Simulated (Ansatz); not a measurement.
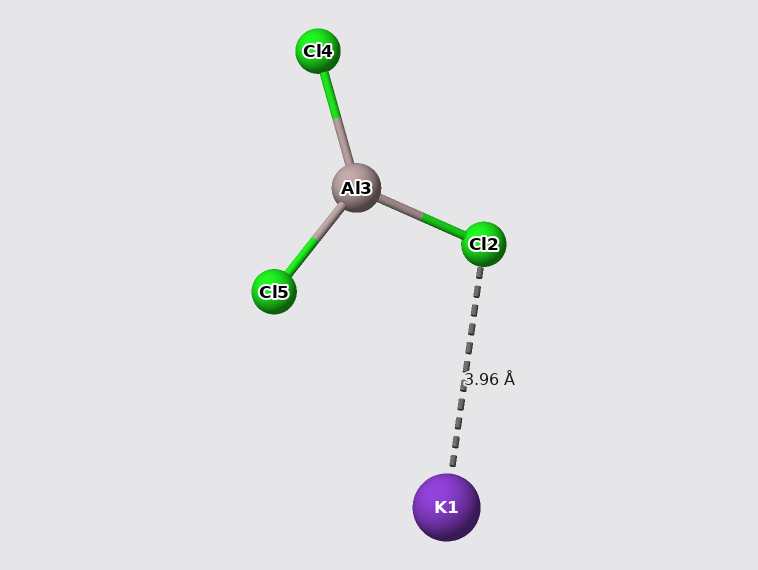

Two molecules or ions; the broken line marks their closest contact (measured against van der Waals radii). The species has charge +1 and is a spin singlet. Geometry: a pair of rigid molecules at a changed separation. Program: Ansatz 0.2.0.

> Which two species are they?

K and AlCl3 (`[Cl][Al]([Cl])[Cl].[K+]`).

Give the counterpoise-corrected interaction energy (kcal/mol, monomers kept as in the pair) with RHF-CCSD(T) (frozen core)/def2-TZVPPD.

```csv
level,interaction energy (kcal/mol)
RHF-CCSD(T) (frozen core)/def2-TZVPPD,−8.3
```
